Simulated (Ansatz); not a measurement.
Consider C4H2FNO2.

```json
{"atom": "C", "x (Å)": "2.6944", "y (Å)": "0.4233", "z (Å)": "-0.1167"}
{"atom": "C", "x (Å)": "1.7174", "y (Å)": "0.2981", "z (Å)": "0.9611"}
{"atom": "C", "x (Å)": "-0.2394", "y (Å)": "-0.5291", "z (Å)": "0.9253"}
{"atom": "C", "x (Å)": "0.2967", "y (Å)": "0.9089", "z (Å)": "0.7161"}
{"atom": "F", "x (Å)": "-0.9394", "y (Å)": "-0.6654", "z (Å)": "2.0801"}
{"atom": "N", "x (Å)": "3.4579", "y (Å)": "0.5328", "z (Å)": "-0.9810"}
{"atom": "O", "x (Å)": "1.0866", "y (Å)": "-0.9961", "z (Å)": "1.0414"}
{"atom": "O", "x (Å)": "-0.1462", "y (Å)": "1.9802", "z (Å)": "0.4784"}
{"atom": "H", "x (Å)": "2.1701", "y (Å)": "0.6068", "z (Å)": "1.9214"}
{"atom": "H", "x (Å)": "-0.8028", "y (Å)": "-1.0172", "z (Å)": "0.1111"}
```

Geometry: B3LYP/def2-SVP.

Level of theory: Ansatz 0.2.0, isolated molecule in a Gaussian basis; Kohn-Sham density functional theory, functional PBE0.

What will maps of the electron density and electron localisation function show?

Answer. C–O (1.18 Å): ρ is about 3.5 e/Å³ halfway; the ELF peaks at about 0.85 between the atoms (a multiple bond).
C–C (1.55 Å): ρ is about 1.7 e/Å³ halfway; the ELF peaks at about 0.95 between the atoms; localised, covalent bonding.

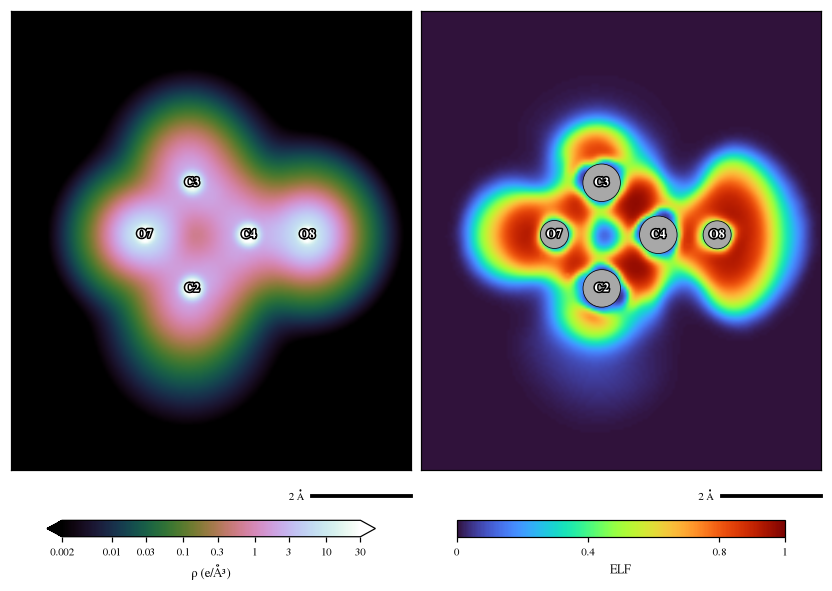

Computed electron density and electron localisation function on the plane of atoms C4, C2 and O7, in this order. Grey discs cover the atomic cores in the ELF map. 
